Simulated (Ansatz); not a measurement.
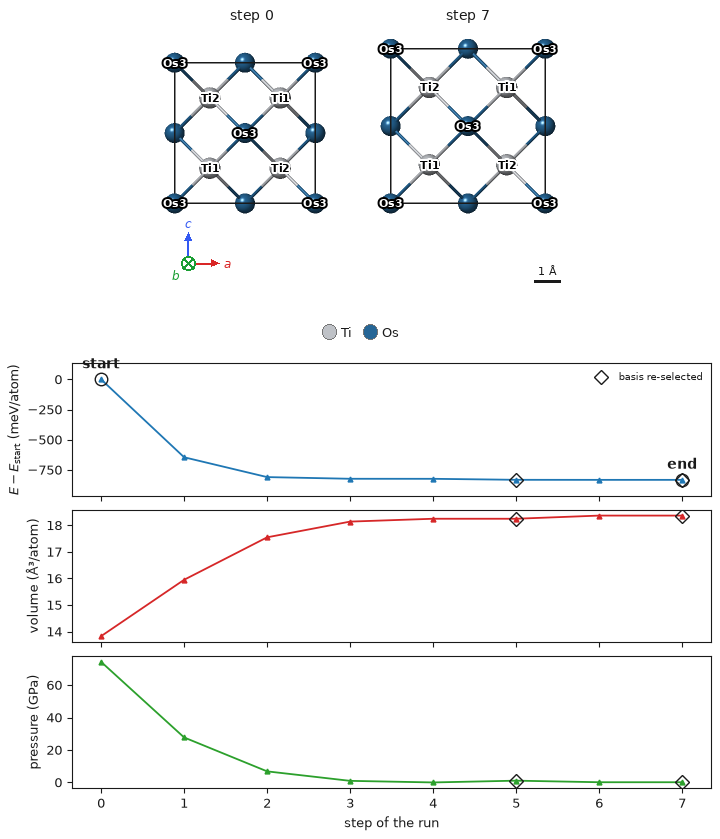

First and last geometry of a relaxation of solid Ti2Os (built on the fluorite_225 type) (coarse preliminary run), with the history of the run. A ball-and-stick model of the conventional cell (4 times the calculation's cell), seen along the b axis. Lengths and directions refer to the drawn axes.

Case: fluorite type (Fm-3m, No. 225).

The calculation used DFT PBE, scalar-relativistic, plane waves, PAW (Ansatz). (plane-wave cutoff 420 eV; k-point mesh 6 × 6 × 6; occupations gaussian; smearing width 0.1 eV; no spin polarisation; cell and atoms relaxed; force threshold 0.04 eV/Å; at most 70 steps)

> Did the run converge, and what did it change?

It converged. The atoms keep their places relative to the cell (all moves are under 0.005 Å). The drawn cell changes as follows: a = b = c 5.495 → 6.040 Å (+9.9 %); the volume changes by +32.8 %. Near-neighbour distances that change, for instance: Ti1–Ti2 2.747 → 3.020 Å, Ti1–Os3 2.379 → 2.616 Å. The space group stays Fm-3m (No. 225). The energy falls by 833 meV per atom in 5 accepted moves (7 points after the start). All forces vanish by symmetry, so only the cell relaxes. The pressure goes from 74.30 to 0.11 GPa. At 2 points the geometry stayed and the basis and grid were re-selected for the new cell (energy shift of 8.3 meV per atom at most each time).
